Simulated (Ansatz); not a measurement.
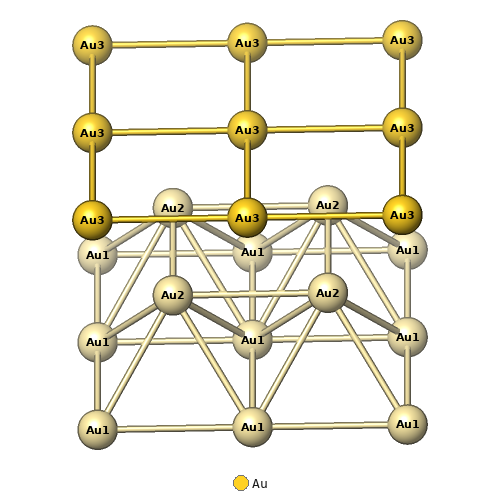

The system is C on an Au(100) slab cut from the Fm-3m phase, its upper half relaxed before the scan (3 atoms of substrate and one adsorbate in a 1 × 1 cell); the picture shows it without the atoms that are moved over the map. C is moved over the surface cell; relaxed at each place: the height of the adsorbate's atoms and the top layer of the substrate; the origin of the map has the adsorbate above Au3. Places are given modulo a cell vector. The map is drawn in real space over the plane of the surface. The grid has 6 × 6 points; 11 points were computed and 25 follow by symmetry. Energies: eV, counted from the lowest grid point. At some places the adsorbate sinks to or below the level of the top layer. With one adsorbate in each 1 × 1 cell, its nearest image is 2.9 Å away, so neighbouring adsorbates interact. All numbers below come from DFT PBEsol, scalar-relativistic, plane waves, PAW (Ansatz). Settings: cutoff 420 eV, k-mesh 9×9×1, gaussian smearing 0.1 eV, no spin polarisation.

Range: position of C4 along the first surface vector from 0.000 to 0.833; position of C4 along the second surface vector from 0.000 to 0.833.

> Predict the map.

The lowest grid point is at a fourfold hollow over a second-layer Au atom, (3/6, 3/6) of the cell vectors. The highest grid point, (1/6, 1/6) of the cell vectors [nearest 1 Au at 1.90 Å], lies 1.80 eV above the lowest. At the lowest point the adsorbate has 5 Au at 2.13 Å as nearest neighbours, at the highest 1 Au at 1.90 Å. Its relaxed height above the top atom is 0.06 Å at the lowest and 1.97 Å at the highest point.

| second ↓, first → | 0/6 | 1/6 | 2/6 | 3/6 | 4/6 | 5/6 |
| --- | --- | --- | --- | --- | --- | --- |
| 5/6 | 1.77 | 1.80 | 1.18 | 1.09 | 1.18 | 1.80 |
| 4/6 | 1.13 | 1.18 | 0.18 | 0.08 | 0.18 | 1.18 |
| 3/6 | 1.05 | 1.09 | 0.08 | 0.00 | 0.08 | 1.09 |
| 2/6 | 1.13 | 1.18 | 0.18 | 0.08 | 0.18 | 1.18 |
| 1/6 | 1.77 | 1.80 | 1.18 | 1.09 | 1.18 | 1.80 |
| 0/6 | 1.75 | 1.77 | 1.13 | 1.05 | 1.13 | 1.77 |

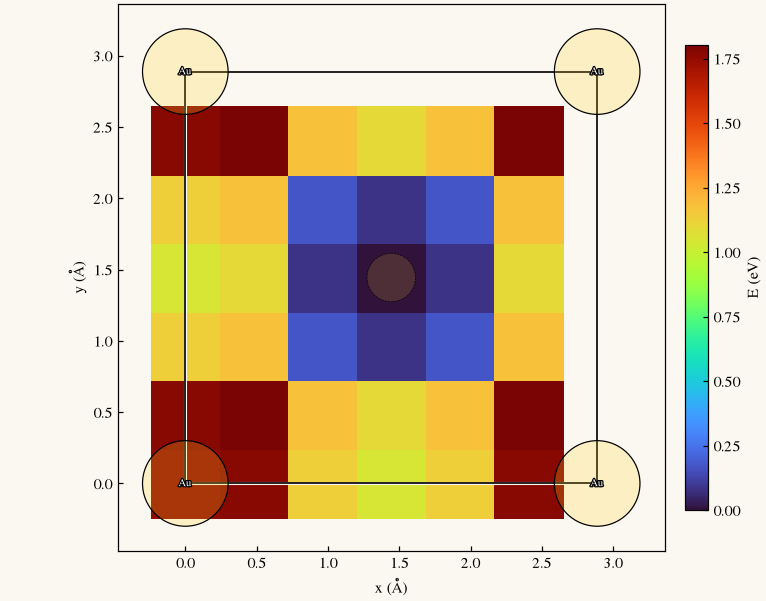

The picture shows one coloured cell a grid point, labelled circles for the atoms of the top layer and small ones for the second layer, the outline of one cell of the plane.

Time for the 11 points that were run: 20 min on 1 thread of Arm Neoverse V2, with other jobs on the host.
